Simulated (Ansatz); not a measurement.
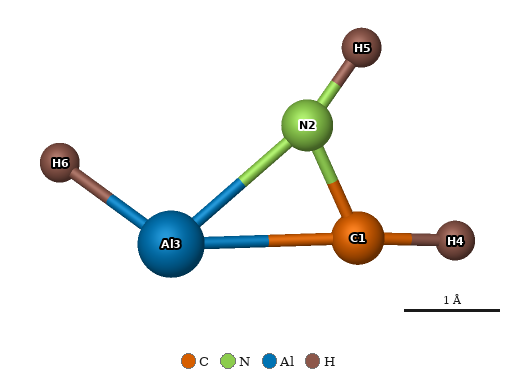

Fig. 1: The input geometry of run 1 (ball-and-stick view, seen at a tilt; atoms are numbered from 1 in the order of the input). Sticks mark near contacts. Bond lengths as drawn: Al–C 2.00 Å, Al–H 1.59 Å, Al–N 1.90 Å, C–H 1.11 Å, C–N 1.34 Å and H–N 1.00 Å.

**What a change does: single-point calculation on CH3AlN**

System: CH3AlN, multiplicity 2, SMILES [CH]1[NH][AlH]1.
Method of run 1: UKS HSE06 (plane-wave form)-D4/def2-TZVPP (Ansatz 0.2.0).

The geometry: displaced from a GFN2-xTB structure. Text and figures count atoms from 1; the logs count them from 0 in places.

Input file, run 1:
```yaml
crystal:
  periodic: [false, false, false]
  atoms:
    - {symbol: C, position_ang: [-0.359700, -0.906900, -0.226000]}
    - {symbol: N, position_ang: [0.271800, 0.227800, -0.549100]}
    - {symbol: Al, position_ang: [0.579200, -0.041100, 1.308200]}
    - {symbol: H, position_ang: [-1.074900, -1.339200, -0.949600]}
    - {symbol: H, position_ang: [0.125900, 0.612800, -1.462700]}
    - {symbol: H, position_ang: [0.453600, 1.447300, 1.861600]}
basis:
  gaussian: {orbitals: def2-TZVPP}
magnetization: {spin_polarized: true, initial_magnetization: 1}
hamiltonian: {xc: hse06, dispersion: d4}
output: {forces: true}
```

Hardware: 4 CPU threads, shared host.

Output (run 1):
```
Functional definition: HSE06
  parameter a = 0.25
  parameter omega = 0.11/bohr
  exchange = pbe_x - a*pbe_x_sr(omega) + a*exact_x_sr(omega)
  correlation = pbe_c
812 factors; their error is unknown
81 factors; integrals over basis functions are off by at most 8.8e-7 eV
mean field evaluation 1: about -9151.0210 eV, gradient 5.0e1 eV
mean field evaluation 2: about -9048.6113 eV, gradient 1.2e2 eV
mean field evaluation 4: about -9161.6603 eV, gradient 2.2e1 eV
mean field evaluation 8: about -9164.9150 eV, gradient 9.3e-1 eV
mean field evaluation 16: about -9164.9327 eV, gradient 4.2e-3 eV
mean field -9164.93265202 eV, -336.8050627472 hartree, gradient 3.0e-5 eV, S^2 0.755238; 2 other end points of the search recorded, 0 dependent functions left out
the calculation of the forces begins
reference -9164.93269042 eV, -336.8050641585 hartree; 15, 14 occupied and 131, 132 virtual orbitals, 812 factors
Total energy: -9165.00050813 eV, -336.8075564134 hartree
Atom 0 at    -0.359700    -0.906900    -0.226000 Å, force     0.338668     2.388794    -0.617464 eV/Å
Atom 1 at     0.271800     0.227800    -0.549100 Å, force    -1.151221    -2.771926     0.439674 eV/Å
Atom 2 at     0.579200    -0.041100     1.308200 Å, force     0.754768    -0.157787     0.234821 eV/Å
Atom 3 at    -1.074900    -1.339200    -0.949600 Å, force     0.343939    -0.017750     0.209580 eV/Å
Atom 4 at     0.125900     0.612800    -1.462700 Å, force     0.108822     0.410176    -0.581377 eV/Å
Atom 5 at     0.453600     1.447300     1.861600 Å, force    -0.394976     0.148493     0.314766 eV/Å
Dipole moment:    -0.290821    -0.064105    -0.601074 e Å
```

The input of run 2 differs as follows (lines with − go, lines with + come):
```diff
-hamiltonian: {xc: hse06, dispersion: d4}
+hamiltonian: {xc: r2scan, dispersion: d4}
```

What does this change do to the results?

The total energies belong to different models, so their difference says nothing on which is more stable or more accurate. The largest force goes from 3.034 to 2.749 eV/Å.

Output (run 2):
```
Functional definition: r2SCAN
  parameter k0 = 0.174
  parameter k1 = 0.065
  parameter a1 = 4.9479
  exchange = r2scan_x(k0 = k0, k1 = k1, a1 = a1)
  correlation = r2scan_c
781 factors; their error is unknown
mean field evaluation 1: about -9153.5205 eV, gradient 5.3e1 eV
mean field evaluation 2: about -9030.1972 eV, gradient 1.3e2 eV
mean field evaluation 4: about -9164.5442 eV, gradient 2.6e1 eV
mean field evaluation 8: about -9169.2362 eV, gradient 1.4e0 eV
mean field evaluation 16: about -9169.2394 eV, gradient 8.4e-3 eV
mean field evaluation 32: about -9167.8080 eV, gradient 8.2e0 eV
mean field -9169.23936248 eV, -336.9633314375 hartree, gradient 2.7e-5 eV, S^2 0.758317; 3 other end points of the search recorded, 0 dependent functions left out
the calculation of the forces begins
reference -9169.23937745 eV, -336.9633319876 hartree; 15, 14 occupied and 131, 132 virtual orbitals, 781 factors
Total energy: -9169.25882160 eV, -336.9640465469 hartree
Atom 0 at    -0.359700    -0.906900    -0.226000 Å, force     0.206072     2.061403    -0.555788 eV/Å
Atom 1 at     0.271800     0.227800    -0.549100 Å, force    -0.973966    -2.525741     0.480679 eV/Å
Atom 2 at     0.579200    -0.041100     1.308200 Å, force     0.772247    -0.107623     0.242935 eV/Å
Atom 3 at    -1.074900    -1.339200    -0.949600 Å, force     0.301634    -0.006210     0.183943 eV/Å
Atom 4 at     0.125900     0.612800    -1.462700 Å, force     0.093857     0.440147    -0.660455 eV/Å
Atom 5 at     0.453600     1.447300     1.861600 Å, force    -0.399843     0.138025     0.308686 eV/Å
Dipole moment:    -0.286439    -0.066854    -0.609340 e Å
```

The two runs side by side:

| quantity | run 1 | run 2 |
| --- | --- | --- |
| outcome | converged | converged |
| total energy (hartree) | −336.807556 | −336.964047 |
| dipole moment (D) | 3.22 | 3.25 |
| ⟨S²⟩ | 0.755 | 0.758 |
| largest force (eV/Å) | 3.034 | 2.749 |
| basis functions | 146 | 146 |
| wall time (shared host) | 2.8 s | 3.9 s |
